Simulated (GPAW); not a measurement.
Band structure of ScGa5Fe (P4/mmm, 7 atoms in the cell).

```
CELL_PARAMETERS angstrom
      4.11746     0.00000     0.00000
      0.00000     4.11746     0.00000
      0.00000     0.00000     6.60474
ATOMIC_POSITIONS crystal
  Sc 0.00000 0.00000 0.00000
  Ga 0.00000 0.50000 0.30604
  Ga 0.00000 0.50000 0.69396
  Ga 0.50000 0.00000 0.30604
  Ga 0.50000 0.00000 0.69396
  Ga 0.50000 0.50000 0.00000
  Fe 0.00000 0.00000 0.50000
```

Computed with PBEsol, GPAW PAW datasets PBEsol (made by gpaw-setup) (plane waves; GPAW).

Settings: mode = pw; ecut = 850 eV; xc = PBEsol; kpts = 5 5 3; mesh shift (steps) = 0 0 0; occupations.name = methfessel-paxton; occupations.width = 0.2 eV; occupations.order = 0; nbands = -15; convergence.density = 1e-05 e/electron; convergence.energy = 1e-05 eV/electron; symmetry.symmorphic = false; symmetry.tolerance = 0.0005; maxiter = 120.

The starting cell comes from a database of computed structures (which also holds hypothetical and non-ambient phases and stackings), without a prior relaxation at this level. Its lattice was rescaled by a random factor within 2.5 % of one. Spin polarisation is off.

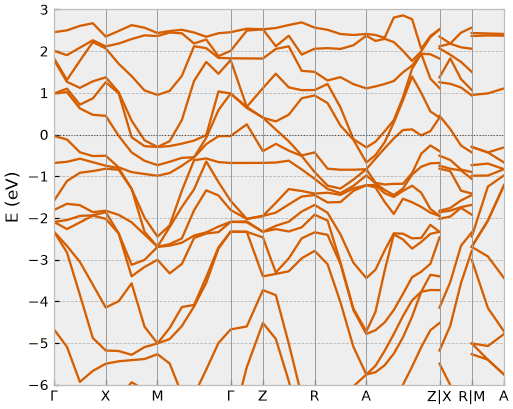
Figure: Bands along the path, energies from the Fermi level.

Levels in eV from the Fermi level, bands 14 to 21:
```tsv
point	14	15	16	17	18	19	20	21
Γ	-1.59	-0.68	-0.04	0.98	0.98	1.79	1.83	2.01
X	-0.82	-0.75	-0.51	0.45	1.26	1.37	2.07	2.12
M	-2.69	-2.45	-0.99	-0.73	-0.30	-0.30	0.95	2.36
Z	-1.95	-0.68	-0.40	0.41	0.41	1.11	1.82	2.52
R	-1.41	-1.06	-0.90	-0.43	0.94	1.07	1.50	2.06
A	-1.21	-0.98	-0.83	-0.83	-0.67	-0.31	1.11	2.37
```

Bands cross the Fermi level along this path, so the cell is metallic at this level.
